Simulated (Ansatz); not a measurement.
**How fast states decay through Ca3AsBr2Cl**

Aim: relax a made-up compound, Ca3AsBr2Cl, and see how good a tunnel barrier it would be. It is built by putting Cl for part of the Br in the Ca3AsBr3 structure of space group Pm-3m, with the volume rescaled by atomic radii. The parent structure comes from the Materials Project.

Main program and level: Ansatz 0.2.0; r2SCAN DFT, plane waves, PAW files, in the first sound run; inputs show where later runs differ.

The structure was built from a prototype and need not be the compound's stable phase.

**1. Starting point**

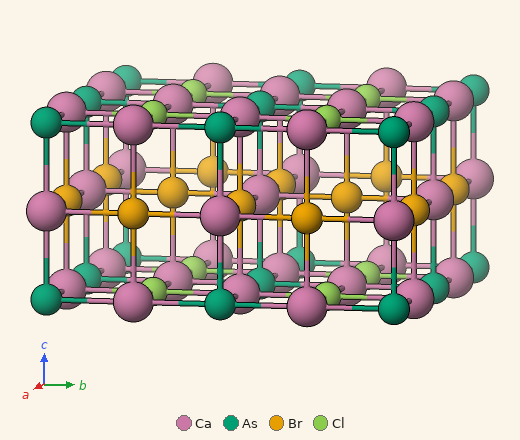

Start, viewed slightly off an axis; calcium pink, arsenic teal, bromine orange, chlorine green. 2×2×1 cells are drawn. Some periodic images of atoms are drawn too.

**2. Cell and atoms at rest**

The substituted atoms don't fit the parent's cell, so cell and atoms relax together. A small smearing keeps the run stable in case the gap closes on the way.

input.yaml

```yaml
crystal:
  lattice:
    - [5.8769785552, 0.0, 0.0]
    - [0.0, 5.8769785552, 0.0]
    - [0.0, 0.0, 5.8769785552]
  atoms:
    - { symbol: Ca, position: [0.5, 0.0, 0.0] }
    - { symbol: Ca, position: [0.0, 0.5, 0.0] }
    - { symbol: Ca, position: [0.0, 0.0, 0.5] }
    - { symbol: As, position: [0.0, 0.0, 0.0] }
    - { symbol: Br, position: [0.0, 0.5, 0.5] }
    - { symbol: Br, position: [0.5, 0.0, 0.5] }
    - { symbol: Cl, position: [0.5, 0.5, 0.0] }
kpoints:
  mp_grid: { grid: [4, 4, 4] }
scf:
  occupations: { method: gaussian, width: 0.03 }
hamiltonian:
  xc: r2scan
output:
  forces: true
  stress: true
relax:
  f_tol: 0.02
  max_steps: 60
  cell: {}
```

Run with:

```console
ansatz run input.yaml --threads 2 --pin off --max-ram 4096MiB --backend cpu --events-out ev --progress --plain --runs-dir out
```

Numbers of over 12 decimals in the logs are rounded to 6 here.

The log of the run:

```text
Engine: ansatz 0.2.0, aarch64-unknown-linux-gnu
Pseudopotentials: kind: paw
Pseudopotential: Ca, paw, valence charge 10, recommended cutoff 500 eV (meta_gga), Ca.paw.azcp
Pseudopotential: As, paw, valence charge 15, recommended cutoff 500 eV (meta_gga), As.paw.azcp
Pseudopotential: Br, paw, valence charge 7, recommended cutoff 500 eV (meta_gga), Br.paw.azcp
Pseudopotential: Cl, paw, valence charge 7, recommended cutoff 500 eV (meta_gga), Cl.paw.azcp
Functional definition: r2SCAN
  parameter k0 = 0.174
  parameter k1 = 0.065
  parameter a1 = 4.9479
  exchange = r2scan_x(k0 = k0, k1 = k1, a1 = a1)
  correlation = r2scan_c
Crystal: 7 atoms, lattice volume = 202.984 Å³
Basis set: ecut = 500 eV, 5137 PW (Γ), exchange–correlation on 180×180×180 points (64 copies of the dense FFT grid, shifted against one another)
Bands: 40, of which v1, the nominal top of the filled ones, is band 33 counted from 1 (32 counted from 0)
Symmetry: 16 space group operations
Space group: P4/mmm (ITA 123), of the structure as read, at distance tolerance 5.9e-5 Å
k-points: 18 of 64
Non-local potential: Ca, projectors of the file, l = 0: 3, l = 1: 2, l = 2: 2
Non-local potential: As, projectors of the file, l = 0: 2, l = 1: 2, l = 2: 3, l = 3: 1
Non-local potential: Br, projectors of the file, l = 0: 2, l = 1: 2, l = 2: 2
Non-local potential: Cl, projectors of the file, l = 0: 2, l = 1: 2, l = 2: 2
PAW form: soft (Blöchl's): semilocal exchange-correlation on the pseudo side does not see the compensation charge
PAW frozen core: Ca, regenerated for the run's functional (the file was generated under x = pbe(κ = 0.804, μ = 0.219515), c = pbe(β = 0.066725))
PAW frozen core: As, regenerated for the run's functional (the file was generated under x = pbe(κ = 0.804, μ = 0.219515), c = pbe(β = 0.066725))
PAW frozen core: Br, regenerated for the run's functional (the file was generated under x = pbe(κ = 0.804, μ = 0.219515), c = pbe(β = 0.066725))
PAW frozen core: Cl, regenerated for the run's functional (the file was generated under x = pbe(κ = 0.804, μ = 0.219515), c = pbe(β = 0.066725))
PAW one-centre angular grid: Ca, 302 points (default); XC on 160 Gauss nodes
PAW one-centre angular grid: As, 590 points (default); XC on 160 Gauss nodes
PAW one-centre angular grid: Br, 302 points (default); XC on 160 Gauss nodes
PAW one-centre angular grid: Cl, 302 points (default); XC on 160 Gauss nodes
Initial density: superposition of atomic densities (neutral atoms: chi_scale 0, normalization atom), corrected by the library's trained network
Initial wavefunctions: pseudopotential atomic-orbital guess
Functional: x = r2scan, c = r2scan; τ floored in thin density (d = 2e-4 eV/Å³)
SCF iter   1: F=—  HF=-17013.657719 eV  |F-HF|=—  |Δ(HF+E_count)|=         —  Δρ=5.11e-3  dr2=8.43e-2  dr2_τ=1.91e-2  ethr=1.77e-3  ⟨swp⟩=13.7  Hψ=4245  notcnv=0  defer=1
preconditioner: auto → Resta (q_TF=auto, 2.262 Å⁻¹)  ε∞=3.9  [insulator: Δε(μ)=2.177 eV  Ē_g=7.809 eV  σ=0.030 eV  W_gap=1.00  n_scr=32 (ndim 8)  ℏωp=13.3 eV  f_vac=0.050  D(μ)=0.00/eV (n_scr^D=0)  ε∞_Penn≈3.9]
SCF iter   2: F=—  HF=-17013.758770 eV  |F-HF|=—  |Δ(HF+E_count)|=   1.01e-1  Δρ=2.25e-3  dr2=1.52e-2  dr2_τ=3.99e-4  ethr=1.28e-4  ⟨swp⟩=3.7  Hψ=1594  notcnv=0  defer=39
SCF iter   3: F=—  HF=-17013.755388 eV  |F-HF|=—  |Δ(HF+E_count)|=   3.38e-3  Δρ=7.09e-4  dr2=1.32e-3  dr2_τ=6.53e-5  ethr=2.31e-5  ⟨swp⟩=2.8  Hψ=1344  notcnv=0  defer=39
SCF iter   4: F=—  HF=-17013.755301 eV  |F-HF|=—  |Δ(HF+E_count)|=   8.71e-5  Δρ=2.94e-4  dr2=2.02e-4  dr2_τ=1.29e-5  ethr=2.00e-6  ⟨swp⟩=2.0  Hψ=1221  notcnv=0  defer=39
SCF iter   5: F=—  HF=-17013.755324 eV  |F-HF|=—  |Δ(HF+E_count)|=   2.38e-5  Δρ=4.88e-5  dr2=1.20e-5  dr2_τ=4.79e-7  ethr=3.05e-7  ⟨swp⟩=2.1  Hψ=933  notcnv=0  defer=39
SCF iter   6: F=—  HF=-17013.755237 eV  |F-HF|=—  |Δ(HF+E_count)|=   8.76e-5  Δρ=1.46e-5  dr2=1.31e-6  dr2_τ=4.81e-8  ethr=1.82e-8  ⟨swp⟩=2.8  Hψ=1219  notcnv=0  defer=39
SCF iter   7: F=—  HF=-17013.755237 eV  |F-HF|=—  |Δ(HF+E_count)|=   4.01e-7  Δρ=5.69e-6  dr2=1.23e-7  dr2_τ=8.03e-9  ethr=1.98e-9  ⟨swp⟩=2.0  Hψ=1221  notcnv=0  defer=39
SCF iter   8: F=-17013.755237 eV  HF=-17013.755237 eV  |F-HF|=4.79e-9  |Δ(HF+E_count)|=   8.02e-8  Δρ=1.50e-6  dr2=7.02e-9  dr2_τ=1.03e-9  ethr=1.52e-10  ⟨swp⟩=4.8  Hψ=2295  notcnv=0
SCF 1 converged in 8 iterations: F = -17013.755237 eV  dr2 = 7.02e-9
  greatest PAW one-centre occupation: 0.999 electrons in one spin orbital (limit 2), on the As atom at site 3 (counted from 0), in its partial waves of l = 2
relax step   1: F+E_penalty+E_count = -17013.75523719 eV  Δ(F+E_penalty+E_count) = +0.000e0 eV  max|allowed force component| = 1.259e-28 eV/Å  Δτ_max = 0.0000 Å  P = -0.228 GPa  Ω = 202.984 Å³  (8 SCF iters, dr2 threshold 1.00e-7 eV, accepted)
Crystal: 7 atoms, lattice volume = 201.495 Å³
Basis set: ecut = 500 eV, 5121 PW (Γ), exchange–correlation on 180×180×180 points (64 copies of the dense FFT grid, shifted against one another)
Initial density: handed on by an earlier stage of this run
Initial wavefunctions: those handed on with the density
iter 1 solved again at ethr=4.38e-6 eV; its pass at ethr=3.10e-3 eV (dr2=2.89e-3 eV) is discarded
SCF iter   1: F=—  HF=-17013.758989 eV  |F-HF|=—  |Δ(HF+E_count)|=         —  Δρ=8.88e-4  dr2=3.17e-3  dr2_τ=6.65e-3  ethr=4.38e-6  ⟨swp⟩=2.9  Hψ=4580  notcnv=0
preconditioner: auto → Resta (q_TF=auto, 2.265 Å⁻¹)  ε∞=4.0  [insulator: Δε(μ)=2.022 eV  Ē_g=7.663 eV  σ=0.030 eV  W_gap=1.00  n_scr=32 (ndim 8)  ℏωp=13.3 eV  f_vac=0.049  D(μ)=0.00/eV (n_scr^D=0)  ε∞_Penn≈4.0]
SCF iter   2: F=—  HF=-17013.768377 eV  |F-HF|=—  |Δ(HF+E_count)|=   9.39e-3  Δρ=5.22e-4  dr2=1.14e-3  dr2_τ=1.60e-5  ethr=4.38e-6  ⟨swp⟩=2.2  Hψ=1444  notcnv=0
SCF iter   3: F=—  HF=-17013.767974 eV  |F-HF|=—  |Δ(HF+E_count)|=   4.02e-4  Δρ=1.48e-4  dr2=5.27e-5  dr2_τ=7.78e-6  ethr=1.73e-6  ⟨swp⟩=3.0  Hψ=1312  notcnv=0
SCF iter   4: F=—  HF=-17013.767930 eV  |F-HF|=—  |Δ(HF+E_count)|=   4.47e-5  Δρ=7.09e-5  dr2=1.24e-5  dr2_τ=8.44e-7  ethr=7.99e-8  ⟨swp⟩=2.0  Hψ=1260  notcnv=0
SCF iter   5: F=—  HF=-17013.767935 eV  |F-HF|=—  |Δ(HF+E_count)|=   5.25e-6  Δρ=1.82e-5  dr2=1.72e-6  dr2_τ=7.50e-8  ethr=1.87e-8  ⟨swp⟩=2.0  Hψ=1260  notcnv=0
SCF iter   6: F=-17013.767935 eV  HF=-17013.767935 eV  |F-HF|=1.29e-7  |Δ(HF+E_count)|=   2.14e-8  Δρ=7.29e-6  dr2=2.52e-7  dr2_τ=8.36e-9  ethr=1.06e-9  ⟨swp⟩=4.9  Hψ=2401  notcnv=0
SCF 2 converged in 6 iterations: F = -17013.767935 eV  dr2 = 2.52e-7
relax step   2: F+E_penalty+E_count = -17013.76793515 eV  Δ(F+E_penalty+E_count) = -1.270e-2 eV  max|allowed force component| = 5.747e-30 eV/Å  Δτ_max = 0.0000 Å  P = +0.046 GPa  Ω = 201.495 Å³  energy of the carried Pulay correction = +1.828e-4 eV  (6 SCF iters, dr2 threshold 7.00e-7 eV, accepted)
Crystal: 7 atoms, lattice volume = 201.889 Å³
Basis set: ecut = 500 eV, 5113 PW (Γ), exchange–correlation on 180×180×180 points (64 copies of the dense FFT grid, shifted against one another)
iter 1 solved again at ethr=1.57e-7 eV; its pass at ethr=3.10e-3 eV (dr2=1.03e-4 eV) is discarded
SCF iter   1: F=—  HF=-17013.767845 eV  |F-HF|=—  |Δ(HF+E_count)|=         —  Δρ=1.73e-4  dr2=1.34e-4  dr2_τ=2.83e-4  ethr=1.57e-7  ⟨swp⟩=3.1  Hψ=4248  notcnv=0
preconditioner: auto → Resta (q_TF=auto, 2.264 Å⁻¹)  ε∞=4.0  [insulator: Δε(μ)=2.022 eV  Ē_g=7.673 eV  σ=0.030 eV  W_gap=1.00  n_scr=32 (ndim 8)  ℏωp=13.3 eV  f_vac=0.050  D(μ)=0.00/eV (n_scr^D=0)  ε∞_Penn≈4.0]
SCF iter   2: F=—  HF=-17013.768286 eV  |F-HF|=—  |Δ(HF+E_count)|=   4.40e-4  Δρ=1.02e-4  dr2=4.92e-5  dr2_τ=5.61e-7  ethr=1.57e-7  ⟨swp⟩=2.0  Hψ=1314  notcnv=0
SCF iter   3: F=—  HF=-17013.768180 eV  |F-HF|=—  |Δ(HF+E_count)|=   1.06e-4  Δρ=3.33e-5  dr2=2.69e-6  dr2_τ=3.56e-7  ethr=7.46e-8  ⟨swp⟩=2.5  Hψ=1288  notcnv=0
SCF iter   4: F=—  HF=-17013.768180 eV  |F-HF|=—  |Δ(HF+E_count)|=   7.32e-7  Δρ=1.59e-5  dr2=6.56e-7  dr2_τ=4.20e-8  ethr=4.07e-9  ⟨swp⟩=2.0  Hψ=1260  notcnv=0
SCF iter   5: F=-17013.768181 eV  HF=-17013.768181 eV  |F-HF|=4.12e-8  |Δ(HF+E_count)|=   2.16e-7  Δρ=4.06e-6  dr2=7.75e-8  dr2_τ=5.87e-9  ethr=1.44e-10  ⟨swp⟩=3.0  Hψ=2870  notcnv=0
SCF 3 converged in 5 iterations: F = -17013.768181 eV  dr2 = 7.75e-8
relax step   3: F+E_penalty+E_count = -17013.76818065 eV  Δ(F+E_penalty+E_count) = -2.455e-4 eV  max|allowed force component| = 5.268e-30 eV/Å  Δτ_max = 0.0000 Å  P = -0.026 GPa  Ω = 201.889 Å³  energy of the carried Pulay correction = +1.372e-4 eV  (5 SCF iters, dr2 threshold 9.53e-8 eV, accepted)
Initial wavefunctions: pseudopotential atomic-orbital guess (no wavefunctions were taken with the density)
iter 1 solved again at ethr=1.32e-7 eV; its pass at ethr=3.10e-3 eV (dr2=8.71e-5 eV) is discarded
SCF iter   1: F=—  HF=-17013.768141 eV  |F-HF|=—  |Δ(HF+E_count)|=         —  Δρ=1.87e-5  dr2=1.21e-7  dr2_τ=2.76e-7  ethr=1.32e-7  ⟨swp⟩=4.3  Hψ=6506  notcnv=0
preconditioner: auto → Resta (q_TF=auto, 2.264 Å⁻¹)  ε∞=4.0  [insulator: Δε(μ)=2.026 eV  Ē_g=7.670 eV  σ=0.030 eV  W_gap=1.00  n_scr=32 (ndim 8)  ℏωp=13.3 eV  f_vac=0.050  D(μ)=0.00/eV (n_scr^D=0)  ε∞_Penn≈4.0]
SCF iter   2: F=—  HF=-17013.768063 eV  |F-HF|=—  |Δ(HF+E_count)|=   7.90e-5  Δρ=9.89e-6  dr2=5.06e-8  dr2_τ=4.05e-8  ethr=1.83e-10  ⟨swp⟩=2.6  Hψ=1320  notcnv=0
SCF iter   3: F=—  HF=-17013.768063 eV  |F-HF|=—  |Δ(HF+E_count)|=   2.62e-7  Δρ=2.70e-6  dr2=1.38e-8  dr2_τ=2.44e-9  ethr=7.67e-11  ⟨swp⟩=2.1  Hψ=985  notcnv=0
SCF iter   4: F=—  HF=-17013.768063 eV  |F-HF|=—  |Δ(HF+E_count)|=   1.59e-8  Δρ=1.01e-6  dr2=1.87e-9  dr2_τ=3.95e-10  ethr=2.09e-11  ⟨swp⟩=2.0  Hψ=1260  notcnv=0
SCF iter   5: F=-17013.768063 eV  HF=-17013.768063 eV  |F-HF|=7.64e-11  |Δ(HF+E_count)|=   3.27e-9  Δρ=1.69e-7  dr2=3.79e-11  dr2_τ=1.07e-11  ethr=1.00e-12  ⟨swp⟩=4.0  Hψ=3054  notcnv=0
SCF 4 converged in 5 iterations: F = -17013.768063 eV  dr2 = 3.79e-11
relax step   4: F+E_penalty+E_count = -17013.76806281 eV  Δ(F+E_penalty+E_count) = +1.178e-4 eV  max|allowed force component| = 5.663e-30 eV/Å  Δτ_max = 0.0000 Å  P = -0.027 GPa  Ω = 201.889 Å³  stress off target by 3.14e-2 GPa  SCF on the basis re-selected at this cell (its energy is not comparable with the rows above)  (5 SCF iters)
basis re-selected at this cell: Δ(F+E_penalty+E_count) = +1.178e-4 eV, ΔP = -0.000 GPa vs the last step (what re-selecting the basis moved, of the pressure what is left beyond the Pulay correction that the steps carried, after the strain that the cell walked since its last selection, with what the two solves' SCF thresholds leave and, on support functions, any second-order correction that the steps lacked; it is no m [...]
SCF converged after 5 iterations
Free energy (F): -17013.768063 eV
Harris-Foulkes:  -17013.768063 eV  (|F-HF|=7.64e-11)
Internal energy: -17013.768063 eV  (E = F + TS)
E sigma→0 (E₀):  -17013.768063 eV
Fermi energy:    6.468945 eV
--- Per-component energies (eV) ---
  E_band       = -831.533302
  E_kinetic    = 1368.263447
  E_local      = -5629.187012  (includes V_loc(G=0)·N_el)
  E_nonlocal   = -312.814588
  E_hartree    = 2349.479217
  E_xc         = -1093.773503
  E_vxc        = -1034.279319  (∫ρ·V_xc dr)
  E_paw        = -9645.952340  (= ΣΔE_a)
  E_vpaw       = 19.504457  (= ΣTr[D̂ρ^β])
  E_aug_tail   = 0.000017  (compensation charges beyond the density's cutoff)
  E_vtau       = 58.021127  (kinetic-family band-sum trace: ∫τ·v_τ [+ j·A + Jᵃ·Aᵃ] dr)
  E_ewald      = -4047.211104
  E_core_change = -2.572198  (= ΣΔE_core)
  E_smearing   = -0.000000  (= −TS)
  E_closure    = 0.000000  (closes the sum)
  Σ components = -17013.768063   (vs F -17013.768063, Δ=0.00e0)
--- Forces (eV/Å), atoms counted from 1 ---
  atom   1  Ca     0.00000000     0.00000000     0.00000000
  atom   2  Ca     0.00000000     0.00000000     0.00000000
  atom   3  Ca     0.00000000     0.00000000     0.00000000
  atom   4  As    -0.00000000    -0.00000000     0.00000000
  atom   5  Br     0.00000000     0.00000000     0.00000000
  atom   6  Br    -0.00000000     0.00000000     0.00000000
  atom   7  Cl     0.00000000    -0.00000000     0.00000000
  max |Σ_I F_I| component: 6.71e-30 eV/Å
--- Stress (GPa, compression-positive) ---
       -0.024345       0.000000       0.000000
        0.000000      -0.024345       0.000000
        0.000000       0.000000      -0.031438
  P = ⅓ Tr σ = -0.0267 GPa (-0.267 kbar)
--- Relaxed structure (3 steps of the walk, 3 accepted, 1 SCFs on fresh bases) ---
  F+E_penalty+E_count = -17013.76806281 eV   max|allowed force component| = 5.663e-30 eV/Å   (the final SCF, on the basis selected at the relaxed cell)
  cell:  # Å, volume = 201.8893 Å³
    - [5.829437, 0, 0.0]
    - [0, 5.829437, 0.0]
    - [0.0, 0.0, 5.941008]
  atoms:
    - { symbol: Ca, position: [0.5, 0, 0.0] }
    - { symbol: Ca, position: [0, 0.5, 0.0] }
    - { symbol: Ca, position: [0, 0, 0.5] }
    - { symbol: As, position: [0, 0, 0.0] }
    - { symbol: Br, position: [0, 0.5, 0.5] }
    - { symbol: Br, position: [0.5, 0, 0.5] }
    - { symbol: Cl, position: [0.5, 0.5, 0.0] }
```

The job ended after 79 s (2 threads of Arm Neoverse N1, shared host; peak memory 0.97 GiB; 2.6 min of CPU time).

Relaxation path:

```
step  energy less that of the first step (eV)  largest force component (eV/Å)  pressure (GPa)  volume (Å³)
   1                                   0.0000                          0.0000           -0.23       202.98
   2                                  -0.0127                          0.0000            0.05       201.49
   3                                  -0.0129                          0.0000           -0.03       201.89
  4*                                  -0.0128                          0.0000           -0.03       201.89
```

Relaxation steps marked * repeat the geometry before them on a plane-wave basis chosen anew for their cell, so energy and pressure can jump there.

The run keeps the 16 symmetry operations that it works with, so distortions that break them were not tested.

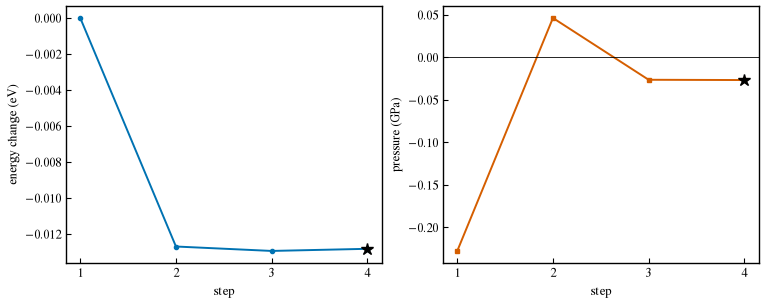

Energy and pressure along the relaxation. Stars mark steps on a basis chosen anew.

```
conventional cell, symmetrised  before  after  change
                         a (Å)   5.877  5.829  -0.8 %
                         b (Å)   5.877  5.829  -0.8 %
                         c (Å)   5.877  5.941  +1.1 %
              volume (Å³/atom)   29.00  28.84  -0.5 %
```

The relaxed structure:

```cif
data_structure
_symmetry_space_group_name_H-M 'P 1'
_symmetry_Int_Tables_number 1
_cell_length_a 5.8294
_cell_length_b 5.8294
_cell_length_c 5.9410
_cell_angle_alpha 90.000
_cell_angle_beta 90.000
_cell_angle_gamma 90.000
_cell_volume 201.89
loop_
_atom_site_label
_atom_site_type_symbol
_atom_site_fract_x
_atom_site_fract_y
_atom_site_fract_z
_atom_site_occupancy
Ca1 Ca 0.50000 0.00000 0.00000 1
Ca2 Ca 0.00000 0.50000 0.00000 1
Ca3 Ca 0.00000 0.00000 0.50000 1
As4 As 0.00000 0.00000 0.00000 1
Br5 Br 0.00000 0.50000 0.50000 1
Br6 Br 0.50000 0.00000 0.50000 1
Cl7 Cl 0.50000 0.50000 0.00000 1
```

This step gave:

| Property | Result |
| --- | --- |
| free energy | -17013.7681 eV |
| Fermi energy | 6.469 eV |
| pressure | -0.02671 GPa |

The largest force component on a free atom ends at 5.7e-30 eV/Å.

**3. Band edges**

The energy window and the wavevectors of the next steps follow from the band edges, so these are searched first, off the mesh as well.

input.yaml

```yaml
crystal:
  lattice:
    - [5.8294367695, 0.0, 0.0]
    - [0.0, 5.8294367695, 0.0]
    - [0.0, 0.0, 5.9410083297]
  atoms:
    - { symbol: Ca, position: [0.5, 0.0, 0.0] }
    - { symbol: Ca, position: [0.0, 0.5, 0.0] }
    - { symbol: Ca, position: [0.0, 0.0, 0.5] }
    - { symbol: As, position: [0.0, 0.0, 0.0] }
    - { symbol: Br, position: [0.0, 0.5, 0.5] }
    - { symbol: Br, position: [0.5, 0.0, 0.5] }
    - { symbol: Cl, position: [0.5, 0.5, 0.0] }
kpoints:
  mp_grid: { grid: [4, 4, 4] }
  band_path: { path: [VBM, CBM], npoints: 30 }
scf:
  occupations: { method: fixed }
hamiltonian:
  xc: r2scan
output:
  eigenvalues: true
  write_potential: true
  write_density: true
  volumetric_format: npy
```

The log of the run:

```text
[...]
Crystal: 7 atoms, lattice volume = 201.889 Å³
Basis set: ecut = 500 eV, 5113 PW (Γ), exchange–correlation on 180×180×180 points (64 copies of the dense FFT grid, shifted against one another)
Bands: 40, of which v1, the nominal top of the filled ones, is band 33 counted from 1 (32 counted from 0)
Symmetry: 16 space group operations
[...]
k-points: 18 of 64
[...]
SCF iter   1: F=—  HF=-17013.668778 eV  |F-HF|=—  |Δ(HF+E_count)|=         —  Δρ=5.11e-3  dr2=8.36e-2  dr2_τ=1.94e-2  ethr=1.77e-3  ⟨swp⟩=6.6  Hψ=2611  notcnv=0  defer=75
[...]
SCF iter   8: F=-17013.768063 eV  HF=-17013.768063 eV  |F-HF|=4.56e-9  |Δ(HF+E_count)|=   8.05e-8  Δρ=1.45e-6  dr2=7.03e-9  dr2_τ=8.24e-10  ethr=1.52e-10  ⟨swp⟩=19.2  Hψ=3936  notcnv=0
SCF 1 converged in 8 iterations: F = -17013.768063 eV  dr2 = 7.03e-9
[...]
NSCF: frozen V_eff on 40 k-points
[...]
SCF converged after 8 iterations
Free energy (F): -17013.768063 eV
[...]
Internal energy: -17013.768063 eV  (E = F + TS)
E sigma→0 (E₀):  -17013.768063 eV
Fermi energy:    5.456161 eV
[...]
--- Band table (eV; the first three rows and the last of 18) ---
  k-point 0: bands = [... 29 lower, 2.4061, 5.4348, 5.4348, 5.4562, 7.4821, 7.4821, 7.5717, 8.4726, ... 3 higher]
  k-point 1: bands = [... 29 lower, 2.3489, 4.7060, 5.1755, 5.1755, 7.7005, 8.2128, 8.2128, 9.0350, ... 3 higher]
  k-point 2: bands = [... 29 lower, 2.2967, 4.1562, 4.9883, 4.9883, 7.8818, 8.8016, 9.2635, 9.2635, ... 3 higher]
  k-point 17: bands = [... 29 lower, 2.6746, 4.3219, 4.3219, 4.3730, 9.7246, 9.9151, 9.9151, 10.1623, ... 3 higher]
```

The job ended after 75 s (2 threads; peak memory 0.9 GiB).

This step gave:

| Property | Result |
| --- | --- |
| Fermi energy | 5.456 eV |
| gap on the k-mesh | 2.026 eV |
| gap on path | 2.026 eV, by band count; negative where bands overlap |
| direct gap on path | 2.026 eV |
| edge places on path | 0, 0 1/A along the path |

Levels at VBM (eV): -4.60, -4.60, -4.56, -4.01, -4.01, -3.82, -3.36, -3.05, -3.05, -0.02, -0.02, 0.00, 2.03, 2.03, 2.12, 3.02, 3.85, 4.01, 4.01.

The searched edges give 2.03 eV, as on the mesh.

(Part 1 of 3 ends here.)

[Logs are printed without paths, hosts, clocks, repeated set-up lines and the standing remarks that a program may print on its own settings, such as how far it seeks lower states.]

[Hosts, paths, dates, database ids (printed as entryN), source tags and the programs' standing remarks are cut or masked in the printed files.]
